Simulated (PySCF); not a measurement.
Vertical excitations of a molecule C₅H₇N from TDA-PBE0/def2-SVPD in PySCF 2.14.0, as energy in eV (oscillator strength): 4.90 (0.004), 5.85 (0.103), 6.75 (0.001), 7.02 (0.030), 7.33 (0.005), 7.40 (0.004), 7.42 (0.001), 7.67 (0.001), 7.81 (0.011), 7.91 (0.004). Lowest triplet (TDA): 3.42 eV. Coordinates come from a B3LYP-D3(BJ)/def2-SVP optimisation. The values are those of a single conformer.

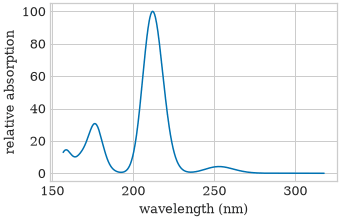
Figure: The lines broadened by 0.4 eV.

Which molecule gave these data?
A. CC1=CCN=C1
B. CC1=CC=NC1
C. C#C/C=C\CN
D. C#C/C=N/CC

A, CC1=CCN=C1
